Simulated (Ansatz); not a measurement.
**Frequency calculation, with input and output: ZnPH₄ClO**

ZnPH₄ClO, computed with RKS B3LYP/def2-SVP (Ansatz 0.2.0).

It belongs to a series of runs on one base structure; here: vibrations at the highest image of the band. Figures and captions count atoms from 1; the log counts them from 0 in places.

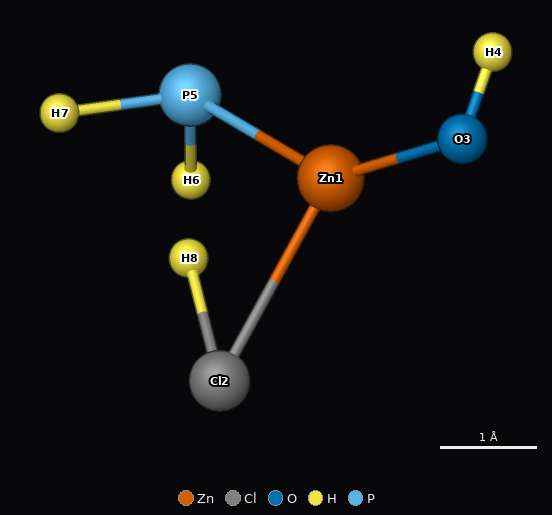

**Figure 1.** The structure (ball-and-stick view, seen at a tilt; atoms are numbered from 1 in the order of the input). Sticks mark near contacts.

Summary:

| quantity | value |
| --- | --- |
| outcome | converged |
| total energy | −72330.2759 eV |
| mean-field energy | −72330.2759 eV |
| largest force (length of the vector) | 0.001 eV/Å |
| hardware | 2 threads of Arm Neoverse V1, 24 GiB of memory available, shared host |
| wall time | 90 s (CPU time 2.9 min) |
| peak memory | 0.23 GiB |

Input file:
```yaml
crystal:
  periodic: [false, false, false]
  atoms:
    - { symbol: Zn, position_ang: [-0.391186, -0.398819, -0.081964] }
    - { symbol: Cl, position_ang: [0.310366, -0.546494, 2.217597] }
    - { symbol: O, position_ang: [0.68236, -0.206449, -1.505272] }
    - { symbol: H, position_ang: [0.188707, -0.169183, -2.335447] }
    - { symbol: P, position_ang: [-2.727772, -0.614889, 0.626939] }
    - { symbol: H, position_ang: [-2.879698, -1.766544, 1.447823] }
    - { symbol: H, position_ang: [-3.021914, 0.356269, 1.623726] }
    - { symbol: H, position_ang: [-1.19296, -0.60219, 1.696801] }
basis:
  gaussian: { orbitals: def2-SVP }
hamiltonian:
  xc: b3lyp
phonons: {}
```

Launch command:
```bash
ansatz run input.yaml --threads 2 --pin off --max-ram 3072MiB --backend cpu --events-out ev --progress --plain --runs-dir out
```

Log:
```
Engine: ansatz 0.2.0, aarch64-unknown-linux-gnu
Functional definition: B3LYP
  parameter a0 = 0.2
  parameter ax = 0.72
  parameter ac = 0.81
  exchange = (1 - a0 - ax)*slater_x + ax*b88_x + a0*exact_x
  correlation = (1 - ac)*vwn_rpa_c + ac*lyp_c
1022 factors; integrals over basis functions are off by at most 2.8e-4 eV
mean field evaluation 1: about -72322.7596 eV, gradient 6.5e1 eV
mean field evaluation 2: about -72249.6945 eV, gradient 1.8e2 eV
mean field evaluation 4: about -72329.8782 eV, gradient 1.6e1 eV
mean field evaluation 8: about -72330.2748 eV, gradient 5.5e-1 eV
mean field evaluation 16: about -72330.2756 eV, gradient 3.3e-5 eV
mean field -72330.27561685 eV, -2658.0886016976 hartree, gradient 3.3e-5 eV, S^2 0.000000; 0 other end points of the search recorded, 0 dependent functions left out
the calculation of the forces begins
reference -72330.27586885 eV, -2658.0886109582 hartree; 37, 37 occupied and 64, 64 virtual orbitals, 1022 factors
these checks for a lower state are left out or cut short: stability, starts, cluster_reference, orbital_swaps, neighbouring_geometries, increment
1022 factors; integrals over basis functions are off by at most 2.8e-4 eV
mean field -72330.27557984 eV, -2658.0886003373 hartree, gradient 9.4e-7 eV, S^2 0.000000; 0 other end points of the search recorded, 0 dependent functions left out
[... from here on the field's lines of each further geometry are left out, up to the last ...]
the calculation of the forces begins
reference -72330.27586612 eV, -2658.0886108582 hartree; 37, 37 occupied and 64, 64 virtual orbitals, 1022 factors
these checks for a lower state are left out or cut short: stability, starts, cluster_reference, orbital_swaps, neighbouring_geometries, increment
1022 factors; integrals over basis functions are off by at most 2.8e-4 eV
mean field -72330.27561178 eV, -2658.0886015114 hartree, gradient 2.0e-6 eV, S^2 0.000000; 0 other end points of the search recorded, 0 dependent functions left out
the calculation of the forces begins
reference -72330.27586379 eV, -2658.0886107725 hartree; 37, 37 occupied and 64, 64 virtual orbitals, 1022 factors
WARN: phonons: modes at or below zero, which the zero-point energy, F, S and C_V leave out: 1, the lowest at -893.00 cm⁻¹. A minimum has none, and a first-order saddle one
Total energy: -72330.27586885 eV, -2658.0886109582 hartree
Atom 0 at    -0.391186    -0.398819    -0.081964 Å, force    -0.000192    -0.000130    -0.000509 eV/Å
Atom 1 at     0.310366    -0.546494     2.217597 Å, force    -0.000125     0.000253    -0.000289 eV/Å
Atom 2 at     0.682360    -0.206449    -1.505272 Å, force     0.000941     0.000146    -0.000661 eV/Å
Atom 3 at     0.188707    -0.169183    -2.335447 Å, force    -0.000451    -0.000147     0.000912 eV/Å
Atom 4 at    -2.727772    -0.614889     0.626939 Å, force    -0.000295     0.000138     0.001349 eV/Å
Atom 5 at    -2.879698    -1.766544     1.447823 Å, force     0.000212    -0.000134    -0.000749 eV/Å
Atom 6 at    -3.021914     0.356269     1.623726 Å, force     0.000274     0.000115    -0.000521 eV/Å
Atom 7 at    -1.192960    -0.602190     1.696801 Å, force    -0.000364    -0.000239     0.000468 eV/Å
Dipole moment:    -0.561193    -0.036090    -0.014329 e Å
Vibrations: -893.00 97.93 122.20 144.97 181.97 255.62 257.34 317.17 456.01 519.75 669.73 781.86 788.99 1083.35 1104.99 2409.72 2431.50 3830.77 cm⁻¹, zero-point energy 0.958016 eV
```

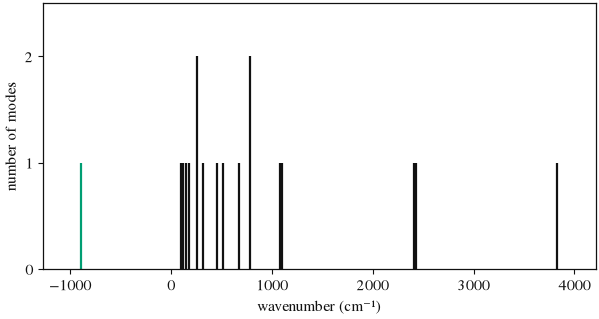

**Figure 2.** Harmonic vibrational wavenumbers from the force constants; neighbouring modes closer than 21 cm⁻¹ are counted in one stick, and imaginary ones are drawn at negative wavenumbers. 18 modes from 893i to 3831 cm⁻¹, 1 imaginary beyond 8i (893i cm⁻¹): a first-order saddle point, if the geometry is stationary.
